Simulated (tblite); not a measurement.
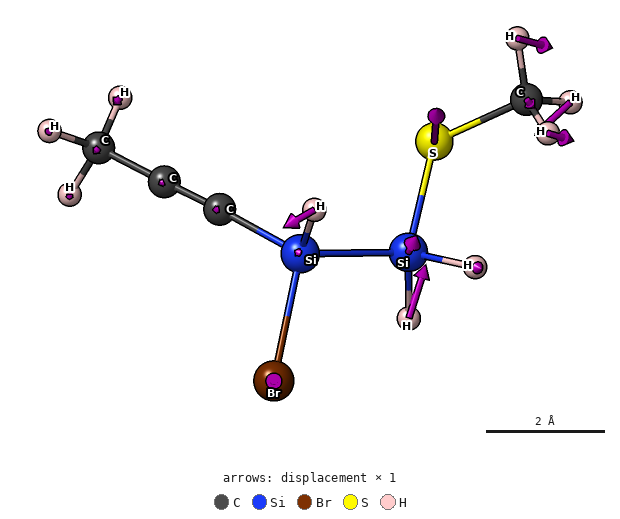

A relaxation of C₄H₉BrSSi₂. The starting structure is drawn; purple arrows show the displacements, at their true length. The two geometries are superimposed by the best rigid fit.

A ball-and-stick model, seen at a tilt.

Theory: GFN2-xTB geometry optimisation, gas phase in tblite. 

Question: What happened in the run?

Answer: The energy falls by 56.5 kJ/mol in 132 geometry steps. The largest move after the best rigid fit is that of the S atom, 1.34 Å. By element the largest moves are S 1.34 Å, H 0.98 Å, Si 0.49 Å, Br 0.41 Å, C 0.26 Å. Some distances before and after: Si–Si 2.201 → 2.300 Å, C–H 1.131 → 1.090 Å, C–H 1.114 → 1.086 Å, C–C 1.232 → 1.207 Å. Bond angles that change, for instance: Si–S–C 111.5° → 99.0°, Si–Si–H 109.2° → 118.6°, Si–Si–S 114.7° → 105.4°. Groups turn about S–Si by about 60°, C–S by about 50°.
